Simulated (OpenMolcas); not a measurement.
# SnNH4Cl (SMILES [NH2][SnH2][Cl]): levels of theory compared

Wanted: a comparison of 6 runs (HF/3-21G, M06-2X/def2-SVP, PBE/def2-SVP, TPSS/def2-SVP, revPBE/def2-SVP, MP2/def2-SVP) of SnNH4Cl. 

Program for the calculation: OpenMolcas 26.06.

## Step 1: The molecule

The species is SnNH4Cl (7 atoms), meant as a singlet with charge 0. SMILES: `[NH2][SnH2][Cl]`. The N1–H4 distance was set to 1.312 Å, away from the relaxed value.

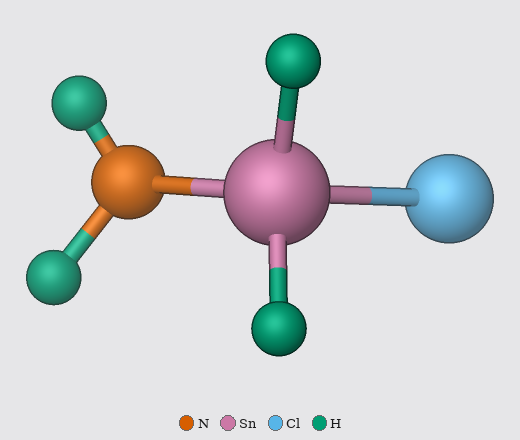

Viewed from a chosen angle; nitrogen orange, tin pink, chlorine blue, hydrogen teal.

## Step 2: The energy at HF/3-21G (run 1)

Input file mol.inp:

```
&GATEWAY
BasLib=$CurrDir
Coord
7
angstrom
N       -0.723573      -0.171790      -0.915816
Sn       0.811527      -0.110290       0.368484
Cl       1.095627      -2.285190       1.170384
H       -1.803500       0.485500      -0.566500
H       -0.507173       0.013510      -1.883616
H        0.422027       0.825110       1.733984
H        2.261627       0.265110      -0.436316
Basis=3-21G
Group=NoSym
&SEWARD
&SCF
Thresholds=1e-10 1e-07 1e-07 1e-05
PrOrbitals=1 1
```

The basis set 3-21G is read from a file made from the Basis Set Exchange's data (not shown).

Started as:

```sh
$ export MOLCAS_MEM=1860
$ pymolcas mol.inp > mol.log
```

The log of the run:

```text
--- Start Module: gateway ---
[...]
--- Stop Module: gateway /rc=_RC_ALL_IS_WELL_ ---
--- Start Module: seward ---
[...]
      Basis functions           61
--- Stop Module: seward /rc=_RC_ALL_IS_WELL_ ---
[...]
--- Start Module: scf ---
[...]
       Convergence after  14 Iterations
[...]
::    Total SCF energy                              -6510.0418933158
[...]
      Total spin, S                                     0.0000000000
[...]
      Total electronic charge=   78.000000
      Total            charge=   -0.000000
[...]
      Dipole Moment (debye):
      Origin of the operator (angstrom)=    0.7279   -0.5433    0.4113
                   X= -5.1991E-01               Y=  5.0607E+00               Z= -1.8010E+00           Total=  5.3968E+00
      Quadrupole Moment (debye*angstrom):
[...]
--- Stop Module: scf /rc=_RC_ALL_IS_WELL_ ---
[...]
```

It took 7.5 s on 1 thread of AMD EPYC 7R43 (Zen 3), shared host; peak memory 0.39 GiB.

## Step 3: The energy at M06-2X/def2-SVP (core potential) (run 2)

Input file geom.xyz:

```xyz
7

N     -0.723573    -0.171790    -0.915816
Sn     0.811527    -0.110290     0.368484
Cl     1.095627    -2.285190     1.170384
H     -1.803500     0.485500    -0.566500
H     -0.507173     0.013510    -1.883616
H      0.422027     0.825110     1.733984
H      2.261627     0.265110    -0.436316
```

Input file test.input:

```
&GATEWAY
 BasLib=$CurrDir
 Coord=geom.xyz
 Basis=def2-SVP
 Group=NoSym

&SEWARD
 GridInput
 Grid=UltraFine
 End of Grid

&SCF
 KSDFT=M062X
 Thresholds=1e-10 1e-07 1e-07 1e-05
 PrOrbitals=1 1
```

The basis set def2-SVP is read from a file made from the Basis Set Exchange's data (not shown).

Started as:

```sh
$ export MOLCAS_MEM=1860
$ pymolcas test.input > test.log
```

The log of the run:

```text
--- Start Module: gateway ---
[...]
--- Stop Module: gateway /rc=_RC_ALL_IS_WELL_ ---
--- Start Module: seward ---
[...]
      Basis functions           78
--- Stop Module: seward /rc=_RC_ALL_IS_WELL_ ---
[...]
--- Start Module: scf ---
[...]
       Convergence after  14 Iterations
[...]
::    Total KS-DFT energy                            -731.3390030859
[...]
      Total spin, S                                     0.0000000000
[...]
      Total electronic charge=   50.000000
      Total            charge=   -0.000000
[...]
      Dipole Moment (debye):
      Origin of the operator (angstrom)=    0.7279   -0.5433    0.4113
                   X= -5.8718E-01               Y=  3.5536E+00               Z= -1.2891E+00           Total=  3.8255E+00
      Quadrupole Moment (debye*angstrom):
[...]
--- Stop Module: scf /rc=_RC_ALL_IS_WELL_ ---
[...]
```

Run time: 40 s. Hardware: 1 thread of AMD EPYC 7R43 (Zen 3), shared host; peak memory 0.43 GiB.

Runs 3 to 5 aren't shown in full; the table further down has their settings and results.

## Step 4: The energy at MP2/def2-SVP (core potential) (run 6)

Input file coord.xyz:

```xyz
7

N     -0.723573    -0.171790    -0.915816
Sn     0.811527    -0.110290     0.368484
Cl     1.095627    -2.285190     1.170384
H     -1.803500     0.485500    -0.566500
H     -0.507173     0.013510    -1.883616
H      0.422027     0.825110     1.733984
H      2.261627     0.265110    -0.436316
```

Input file mol.inp:

```
&gateway
  baslib=$CurrDir
  coord=coord.xyz
  basis=def2-SVP
  group=NoSym

&seward

&scf
  thresholds=1e-10 1e-07 1e-07 1e-05
  prorbitals=1 1

&mbpt2
  frozen=10
```

The basis set def2-SVP is read from a file made from the Basis Set Exchange's data (not shown).

Started as:

```sh
$ export MOLCAS_MEM=1860
$ pymolcas mol.inp > mol.log
```

The log of the run:

```text
--- Start Module: gateway ---
[...]
--- Stop Module: gateway /rc=_RC_ALL_IS_WELL_ ---
[...]
      Basis functions           78
[...]
--- Start Module: scf ---
[...]
       Convergence after  14 Iterations
[...]
::    Total SCF energy                               -729.4159107977
[...]
      Total spin, S                                     0.0000000000
[...]
      Total electronic charge=   50.000000
      Total            charge=   -0.000000
[...]
      Dipole Moment (debye):
      Origin of the operator (angstrom)=    0.7279   -0.5433    0.4113
                   X= -4.2411E-01               Y=  3.7699E+00               Z= -1.2513E+00           Total=  3.9947E+00
      Quadrupole Moment (debye*angstrom):
[...]
--- Stop Module: scf /rc=_RC_ALL_IS_WELL_ ---
[...]
--- Start Module: mbpt2 ---
[...]
WARNING!
Default frozen orbitals as non valence orbitals is overwritten by user input.
Default values:   6
[...]
       Reference weight ( Cref**2 )         =        0.86455
::    Total MBPT2 energy                             -729.8430703747
[...]
      Total MBPT2 calculations                           0.29      0.37
--- Stop Module: mbpt2 /rc=_RC_ALL_IS_WELL_ ---
[...]
```

Run time: 11 s. Hardware: 1 thread of AMD EPYC 7R43 (Zen 3), shared host; peak memory 0.44 GiB.

## Step 5: The series

| run | level | integration grid | frozen core orbitals | energy (Eh) | dipole moment (D) of the reference | HOMO energy (eV) | LUMO energy (eV) | wall time |
| --- | --- | --- | --- | --- | --- | --- | --- | --- |
| 1 | HF/3-21G | – | – | -6510.041893 | 5.40 | -10.84 | 2.81 | 7.5 s |
| 2 | M06-2X/def2-SVP (core potential) | UltraFine | – | -731.339003 | 3.83 | -8.70 | 0.50 | 40 s |
| 3 | PBE/def2-SVP (core potential) | UltraFine | – | -731.182883 | 3.50 | -5.81 | -1.46 | 42 s |
| 4 | TPSS/def2-SVP (core potential) | UltraFine | – | -731.397495 | 3.55 | -5.96 | -1.33 | 56 s |
| 5 | revPBE/def2-SVP (core potential) | UltraFine | – | -731.391556 | 3.50 | -5.78 | -1.41 | 38 s |
| 6 | MP2/def2-SVP (core potential) | – | 10 | -729.843070 | 3.99 | -10.96 | 2.84 | 11 s |

## Step 6: Summary of results

```
                                           quantity          value
                                run 6: total energy  -729.84307 Eh
          run 6: dipole moment (mean-field density)         3.99 D
         run 6: HOMO energy (Hartree–Fock orbitals)      -10.96 eV
         run 6: LUMO energy (Hartree–Fock orbitals)        2.84 eV
       run 6: HOMO–LUMO gap (Hartree–Fock orbitals)       13.80 eV
run 6: correlation energy (10 core orbitals frozen)     -427.2 mEh
```

**Reading.** Over runs 1, 2, 3, 4, 5 the dipole moment (its size) runs from 3.50 D (revPBE/def2-SVP) to 5.40 D (HF/3-21G). The two ends differ in method and basis and core potential. Over runs 1, 2, 3, 4, 5 the HOMO–LUMO gap runs from 4.34 eV (PBE/def2-SVP) to 13.65 eV (HF/3-21G). Totals of different functionals can't be ranked against each other. Some runs of one species differ in core potentials or relativity; totals across that change don't compare. In run 1 relativity is left out where basis or elements ask for it. All runs together took 3.2 min, the longest 56 s.
